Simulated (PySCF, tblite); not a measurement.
# 2-trifluoromethyl-2-propanol: a rotation path, then NMR shifts on frames, part 2 of 2

tblite 0.8.0 and PySCF 2.14.0. Atoms count from 0. Earlier steps stand in the parts before.

## Step 5: NMR shieldings: image 4, PBE0/pcSseg-1

The job: settings as JSON, then the geometry in Å.

```
{"job": {"kind": "nmr", "xc": "PBE0", "basis": "pcSseg-1", "pop": false}, "charge": 0, "multiplicity": 1}
C     -0.258100     1.433100    -0.145800
C      0.122900     0.005400     0.256900
C      1.414100    -0.432900    -0.433400
O      0.338900    -0.097000     1.640000
C     -1.037100    -0.965000    -0.148600
F     -2.102800    -0.322100    -0.660800
F     -0.684800    -1.873200    -1.066500
F     -1.499800    -1.647300     0.907700
H     -1.190200     1.732900     0.327900
H      0.529000     2.111800     0.173300
H     -0.375400     1.500100    -1.223600
H      1.284400    -0.434400    -1.510900
H      1.692000    -1.430600    -0.103600
H      2.210200     0.253700    -0.162800
H     -0.447700     0.173300     2.128200
```

With the program's defaults for keys left out, this is: GIAO PBE0/pcSseg-1 NMR shielding, non-relativistic, gas phase.

The program printed:

```text
coarse grid: 13032 points
cycle   1  E = -530.5313918289  dE =  1.142e+00  |g| = 1.073e+00  |ddm| = 3.231e+00
cycle   2  E = -530.3086819953  dE =  2.227e-01  |g| = 1.616e+00  |ddm| = 1.600e+00
cycle   3  E = -530.7298828624  dE = -4.212e-01  |g| = 8.979e-02  |ddm| = 1.032e+00
cycle   4  E = -530.7312126735  dE = -1.330e-03  |g| = 4.880e-02  |ddm| = 1.046e-01
cycle   5  E = -530.7317516875  dE = -5.390e-04  |g| = 7.718e-03  |ddm| = 4.105e-02
cycle   6  E = -530.7317612972  dE = -9.610e-06  |g| = 3.052e-03  |ddm| = 6.987e-03
final grid: 128456 points
cycle   7  E = -530.8094027138  dE = -5.326e-05  |g| = 1.144e-02  |ddm| = 3.156e-02
cycle   8  E = -530.8093776832  dE =  2.503e-05  |g| = 1.656e-02  |ddm| = 1.946e-02
cycle   9  E = -530.8094270898  dE = -4.941e-05  |g| = 9.093e-04  |ddm| = 1.165e-02
cycle  10  E = -530.8094272417  dE = -1.519e-07  |g| = 2.703e-04  |ddm| = 8.259e-04
cycle  11  E = -530.8094272574  dE = -1.566e-08  |g| = 5.489e-05  |ddm| = 2.343e-04
cycle  12  E = -530.8094272579  dE = -5.821e-10  |g| = 1.622e-05  |ddm| = 5.381e-05
converged SCF energy = -530.8094272579

GIAO shielding tensors (ppm)
atom      isotropic    diamagn.    paramagn.     s11        s22        s33       span
  0 C      157.607     248.131     -90.524    142.420    147.784    182.616     40.196
  1 C      109.490     245.115    -135.625     96.061     99.904    132.505     36.444
  2 C      160.566     246.746     -86.180    146.474    151.715    183.507     37.033
  3 O      253.259     388.577    -135.318    227.899    246.712    285.166     57.267
  4 C       50.272     242.144    -191.872     46.510     49.852     54.454      7.944
  5 F      255.008     474.389    -219.381    184.652    249.520    330.851    146.198
  6 F      258.673     473.391    -214.718    189.893    254.577    331.549    141.656
  7 F      260.261     471.939    -211.678    182.557    270.697    327.527    144.970
  8 H       30.262      30.683      -0.422     26.288     28.912     35.585      9.297
  9 H       30.296      30.152       0.144     26.606     28.220     36.062      9.456
 10 H       30.355      30.494      -0.139     27.040     27.924     36.101      9.061
 11 H       30.473      30.100       0.374     26.813     28.664     35.942      9.128
 12 H       29.957      29.384       0.574     26.036     27.985     35.851      9.815
 13 H       30.333      29.734       0.599     26.396     28.270     36.333      9.938
 14 H       30.474      32.891      -2.417     22.696     26.964     41.763     19.066
```

Run time: 24 s. Hardware: 1 thread of Arm Neoverse V2, shared host; peak memory 0.79 GiB.

Key values: δ C4 136.7, C1 77.4, C0 29.3, C2 26.4, H12 1.76, H8 1.46 ppm.

## Step 6: NMR shieldings: image 6, PBE0/pcSseg-1

The job: settings as JSON, then the geometry in Å.

```
{"job": {"kind": "nmr", "xc": "PBE0", "basis": "pcSseg-1", "pop": false}, "charge": 0, "multiplicity": 1}
C     -0.282900     1.431300    -0.062200
C      0.136800    -0.008100     0.252800
C      1.398600    -0.396100    -0.514200
O      0.406000    -0.181900     1.619600
C     -1.024300    -0.964600    -0.153200
F     -1.807100    -0.454700    -1.117800
F     -0.612400    -2.155100    -0.601800
F     -1.835100    -1.208500     0.890600
H     -1.204000     1.688300     0.456600
H      0.503700     2.107600     0.263500
H     -0.436400     1.552900    -1.130700
H      1.215000    -0.355100    -1.583100
H      1.703500    -1.402200    -0.238500
H      2.197700     0.289800    -0.250900
H     -0.363600     0.064300     2.147400
```

Level: GIAO PBE0/pcSseg-1 NMR shielding, non-relativistic, gas phase.

The program printed:

```text
coarse grid: 13032 points
cycle   1  E = -530.5387972780  dE =  1.142e+00  |g| = 1.065e+00  |ddm| = 3.226e+00
cycle   2  E = -530.3242805402  dE =  2.145e-01  |g| = 1.595e+00  |ddm| = 1.579e+00
cycle   3  E = -530.7341053220  dE = -4.098e-01  |g| = 8.934e-02  |ddm| = 1.019e+00
cycle   4  E = -530.7354220629  dE = -1.317e-03  |g| = 4.816e-02  |ddm| = 1.030e-01
cycle   5  E = -530.7359429039  dE = -5.208e-04  |g| = 7.897e-03  |ddm| = 4.052e-02
cycle   6  E = -530.7359527183  dE = -9.814e-06  |g| = 3.177e-03  |ddm| = 7.192e-03
cycle   7  E = -530.7359542955  dE = -1.577e-06  |g| = 4.908e-04  |ddm| = 2.138e-03
final grid: 128456 points
cycle   8  E = -530.8139807767  dE = -5.954e-05  |g| = 1.012e-02  |ddm| = 3.093e-02
cycle   9  E = -530.8139639326  dE =  1.684e-05  |g| = 1.410e-02  |ddm| = 1.722e-02
cycle  10  E = -530.8140017184  dE = -3.779e-05  |g| = 1.051e-03  |ddm| = 9.751e-03
cycle  11  E = -530.8140019190  dE = -2.006e-07  |g| = 2.796e-04  |ddm| = 8.891e-04
cycle  12  E = -530.8140019341  dE = -1.514e-08  |g| = 6.753e-05  |ddm| = 2.274e-04
cycle  13  E = -530.8140019348  dE = -6.812e-10  |g| = 2.273e-05  |ddm| = 6.028e-05
converged SCF energy = -530.8140019348

GIAO shielding tensors (ppm)
atom      isotropic    diamagn.    paramagn.     s11        s22        s33       span
  0 C      158.839     248.353     -89.514    140.929    150.896    184.692     43.763
  1 C      110.468     244.859    -134.390     96.217    101.189    134.000     37.784
  2 C      161.755     246.806     -85.051    149.502    150.859    184.906     35.404
  3 O      260.653     388.951    -128.297    223.874    257.549    300.536     76.662
  4 C       50.651     242.926    -192.275     45.297     51.461     55.195      9.897
  5 F      261.267     474.541    -213.274    186.659    260.054    337.089    150.429
  6 F      264.458     473.136    -208.678    188.414    270.183    334.778    146.364
  7 F      269.593     472.923    -203.330    188.004    278.994    341.780    153.777
  8 H       30.426      30.551      -0.124     26.619     28.702     35.959      9.340
  9 H       30.339      30.187       0.152     26.653     28.202     36.160      9.507
 10 H       30.202      30.541      -0.339     26.388     28.329     35.889      9.501
 11 H       30.610      30.000       0.610     27.030     28.501     36.299      9.269
 12 H       29.853      29.470       0.383     25.577     28.330     35.652     10.075
 13 H       30.339      29.732       0.606     26.435     28.252     36.329      9.894
 14 H       30.254      32.970      -2.716     22.012     27.172     41.578     19.566
```

Run time: 23 s. Hardware: 1 thread of Arm Neoverse V2, shared host; peak memory 0.79 GiB.

This run: δ C4 136.3, C1 76.5, C0 28.1, C2 25.2, H12 1.86, H10 1.52 ppm.

## Step 7: Nuclear shieldings: image 8, PBE0/pcSseg-1

The job: settings as JSON, then the geometry in Å.

```
{"job": {"kind": "nmr", "xc": "PBE0", "basis": "pcSseg-1", "pop": false}, "charge": 0, "multiplicity": 1}
C     -0.309400     1.426500     0.024800
C      0.150600    -0.017200     0.244600
C      1.377800    -0.361300    -0.596600
O      0.471600    -0.265000     1.590000
C     -1.007000    -0.959400    -0.156900
F     -1.418700    -0.763100    -1.418300
F     -0.688600    -2.252900    -0.051900
F     -2.083300    -0.767200     0.631000
H     -1.211900     1.631700     0.598500
H      0.476900     2.101000     0.352800
H     -0.515700     1.603800    -1.026800
H      1.152100    -0.262800    -1.654700
H      1.690100    -1.380600    -0.384100
H      2.187400     0.311600    -0.330700
H     -0.276600    -0.037100     2.156300
```

Level: GIAO PBE0/pcSseg-1 NMR shielding, non-relativistic, gas phase.

The program printed:

```text
coarse grid: 13032 points
cycle   1  E = -530.5460658309  dE =  1.137e+00  |g| = 1.059e+00  |ddm| = 3.222e+00
cycle   2  E = -530.3387757844  dE =  2.073e-01  |g| = 1.577e+00  |ddm| = 1.527e+00
cycle   3  E = -530.7383572244  dE = -3.996e-01  |g| = 8.925e-02  |ddm| = 9.825e-01
cycle   4  E = -530.7396674008  dE = -1.310e-03  |g| = 4.776e-02  |ddm| = 1.010e-01
cycle   5  E = -530.7401724557  dE = -5.051e-04  |g| = 8.268e-03  |ddm| = 3.979e-02
cycle   6  E = -530.7401827718  dE = -1.032e-05  |g| = 3.329e-03  |ddm| = 7.383e-03
cycle   7  E = -530.7401844936  dE = -1.722e-06  |g| = 4.814e-04  |ddm| = 2.213e-03
final grid: 128456 points
cycle   8  E = -530.8188181056  dE = -6.489e-05  |g| = 1.007e-02  |ddm| = 3.821e-02
cycle   9  E = -530.8188016116  dE =  1.649e-05  |g| = 1.401e-02  |ddm| = 1.699e-02
cycle  10  E = -530.8188388572  dE = -3.725e-05  |g| = 1.049e-03  |ddm| = 9.480e-03
cycle  11  E = -530.8188390556  dE = -1.985e-07  |g| = 3.013e-04  |ddm| = 9.081e-04
cycle  12  E = -530.8188390730  dE = -1.736e-08  |g| = 7.041e-05  |ddm| = 2.376e-04
cycle  13  E = -530.8188390737  dE = -6.835e-10  |g| = 2.516e-05  |ddm| = 6.058e-05
converged SCF energy = -530.8188390737

GIAO shielding tensors (ppm)
atom      isotropic    diamagn.    paramagn.     s11        s22        s33       span
  0 C      161.037     248.333     -87.295    143.809    150.697    188.606     44.797
  1 C      111.569     244.691    -133.122     97.711    101.480    135.515     37.804
  2 C      163.809     246.841     -83.032    149.201    153.638    188.589     39.387
  3 O      268.067     389.093    -121.026    222.644    269.579    311.979     89.335
  4 C       50.508     244.142    -193.634     43.116     51.874     56.534     13.418
  5 F      270.242     474.617    -204.375    189.001    278.567    343.159    154.158
  6 F      275.914     472.790    -196.875    193.203    286.260    348.280    155.078
  7 F      278.130     474.181    -196.051    193.666    288.333    352.392    158.727
  8 H       30.304      30.526      -0.222     26.061     29.167     35.685      9.624
  9 H       30.385      30.172       0.213     26.766     28.154     36.236      9.470
 10 H       30.283      30.408      -0.125     26.236     28.424     36.189      9.953
 11 H       30.489      29.893       0.596     26.361     28.891     36.216      9.854
 12 H       29.911      29.314       0.597     25.465     28.462     35.804     10.339
 13 H       30.390      29.702       0.689     26.532     28.205     36.434      9.902
 14 H       30.440      32.872      -2.432     21.977     27.412     41.933     19.956
```

Run time: 24 s. Hardware: 1 thread of Arm Neoverse V2, shared host; peak memory 0.79 GiB.

Key values: δ C4 136.4, C1 75.4, C0 25.9, C2 23.1, H12 1.81, H10 1.43 ppm.

## Step 8: Run by run: NMR shifts

Shifts (ppm) of some atoms, chosen among heavy atoms and hydrogens apart, with basis size and wall time:

```
  frame    C0    H8   H14    O3      F6      F7      F5  functions  time
image 0  25.9  1.42  1.29  67.8   -99.4  -105.0  -107.2        171  34 s
image 2  27.4  1.54  1.05  74.9   -95.0   -96.7   -94.8        171  25 s
image 4  29.3  1.46  1.24  82.8   -87.7   -89.3   -84.1        171  24 s
image 6  28.1  1.29  1.46  75.4   -93.5   -98.6   -90.3        171  23 s
image 8  25.9  1.41  1.28  68.0  -105.0  -107.2   -99.3        171  24 s
```

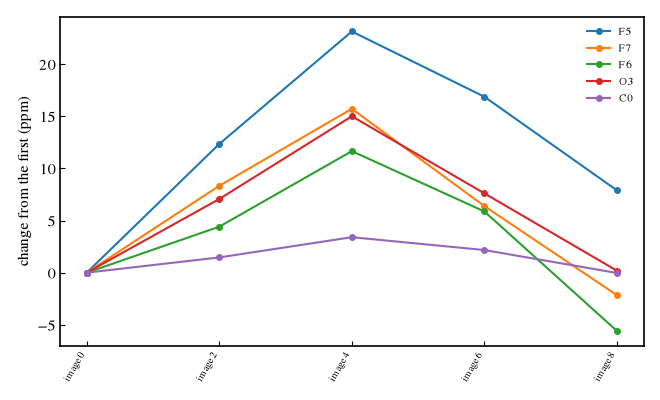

How five of the tabulated atoms move from run to run.

## Step 9: Outcome

The summary covers parts 1 to 2.

| quantity | value |
| --- | --- |
| barrier | 0.145 eV (3.4 kcal/mol) at image 4 |
| end to end (GFN2-xTB) | 0.000 eV |
| 13C shifts against TMS (PBE0/pcSseg-1, image 0) | 136.4, 75.3, 25.9, 23.1 ppm |
| 1H shifts against TMS (PBE0/pcSseg-1, image 0) | 1.79, 1.44, 1.42, 1.33, 1.32, 1.29, 1.22 ppm |
| 17O shifts against H2O (PBE0/pcSseg-1, image 0) | 67.8 ppm |
| 19F shifts against CFCl3 (PBE0/pcSseg-1, image 0) | -99.4, -105.0, -107.2 ppm |
| surface potential, 1st and 99th percentile | -1.28 V and 2.03 V |
| range of the shift of F5 | -107.2 to -84.1 ppm |

Along the band the dihedral turns by 119°, and the top (dihedral -4°) lies 3.4 kcal/mol above the start (GFN2-xTB, rough), so at room temperature this motion is fast. The top was not checked by a frequency run. Shifts at one fixed geometry are not the observed spectrum, which averages over the motion. Across the 5 runs the shift of F5 moves most, between -107.2 (image 0) and -84.1 ppm (image 4).
